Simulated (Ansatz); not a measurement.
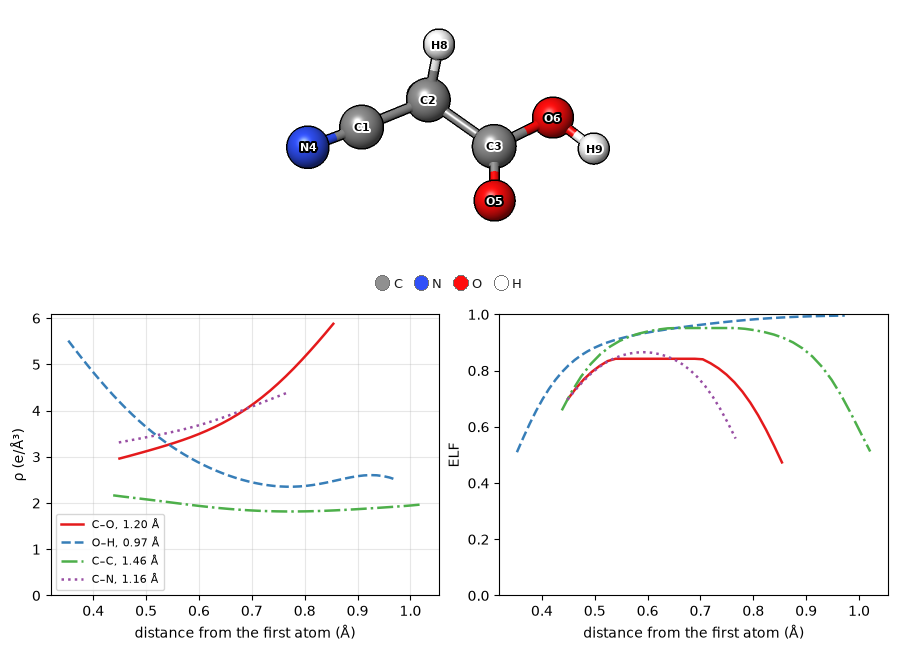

*C$_{3}$H$_{3}$NO$_{2}$ (SMILES N#CCC(=O)O). Electron density and electron localisation function along straight lines between neighbouring atoms. The curves leave out the atomic cores. The structure is drawn too.*

Geometry: B3LYP-D3(BJ)/def2-SVP.

Computed with Ansatz, isolated molecule in a Gaussian basis; Kohn-Sham density functional theory, functional PBE0.

The calculation's input:

```
crystal:
  periodic: [false, false, false]
  atoms:
    - {symbol: C, position_ang: [1.185717, 2.999916, 0.092478]}
    - {symbol: C, position_ang: [0.117900, 2.019716, 0.255787]}
    - {symbol: C, position_ang: [-0.517926, 1.585897, -1.060724]}
    - {symbol: "N", position_ang: [2.036752, 3.777590, -0.004568]}
    - {symbol: O, position_ang: [-0.214253, 1.974701, -2.153276]}
    - {symbol: O, position_ang: [-1.487588, 0.686714, -0.817768]}
    - {symbol: H, position_ang: [0.503081, 1.123275, 0.769527]}
    - {symbol: H, position_ang: [-0.672594, 2.426981, 0.907843]}
    - {symbol: H, position_ang: [-1.868403, 0.434116, -1.676697]}
basis:
  gaussian:
    orbitals: def2-TZVPD
hamiltonian:
  xc: pbe0
output:
  forces: true
  orbitals: {seedname: orbitals}
```

Launched as:

```sh
ansatz run input.yaml --threads 2 --pin off --max-ram 4350MiB --events-out events.jsonl --progress --plain --runs-dir runs
```

> What can be read from the curves?

C–O (1.20 Å): ρ at the midpoint is about 3.5 e/Å³; the ELF peaks at about 0.85 between the atoms; a short, multiple covalent bond.
O–H (0.97 Å): ρ is about 3.8 e/Å³ halfway; the ELF climbs to about 1 towards the hydrogen, as it does in any bond to H (an ordinary covalent bond to hydrogen).
C–C (1.46 Å): ρ is about 1.8 e/Å³ halfway; the ELF peaks at about 0.95 between the atoms; localised, covalent bonding.
C–N (1.16 Å): the density is about 3.6 e/Å³ at the midpoint; the ELF peaks at about 0.85 between the atoms; a multiple bond.
